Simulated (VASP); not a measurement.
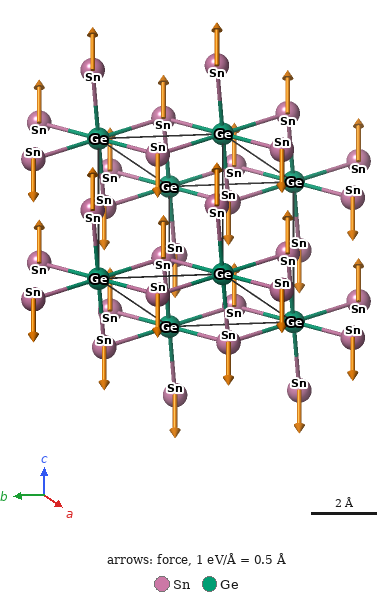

Starting geometry of a crystal of Sn$_{2}$Ge (a generated structure, set up in P-3m1) with the computed forces as orange arrows. Style: ball-and-stick. Shown: the cell of the calculation, from a free direction.

The run lets cell and atoms move.

Level of theory: Kohn-Sham DFT of a periodic cell, PBE, VASP PAW PBE potentials, recommended (VASP).

The input:
```
  ALGO = Fast
  EDIFF = 1E-4
  EDIFFG = -0.08
  ENCUT = 520
  GGA = PE
  IBRION = 2
  ISIF = 3
  ISMEAR = 0
  LASPH = True
  LCHARG = False
  LREAL = False
  LWAVE = False
  NELM = 60
  NSW = 24
  PREC = Normal
  SIGMA = 0.15
```

Launched with:
```bash
cat potpaw_PBE.64/Sn_d/POTCAR potpaw_PBE.64/Ge_d/POTCAR > POTCAR
mpirun -np 1 vasp_std > vasp.out
```

### Is this structure relaxed? If not, where do the atoms go?

It isn't relaxed: the largest force vector, on Sn atoms, is 3.06 eV/Å. The atoms end up moving mostly along the starting forces (cosine between the two patterns 1.00). After 14 geometry steps the energy has fallen by 480 meV per atom. The largest force component goes from 3.1 to 0.068 eV/Å. Pressure: 24.09 GPa at the start and −0.14 GPa at the end. The largest moves relative to the cell, 0.17 Å, are those of Sn atoms. Ge stays in place. The drawn cell changes as follows: a = b 3.886 → 4.295 Å (+10.5 %), c 4.938 → 4.994 Å (+1.1 %); the volume changes by +23.5 %. Some distances before and after: Ge–Sn 2.561 → 2.856 Å. The space group stays P-3m1 (No. 164). The volume changes by over a tenth within one run on a fixed set of plane waves, so the end point should be relaxed again from the new cell. It ran on 1 thread of AMD EPYC 9R14 (Zen 4), on a shared host.
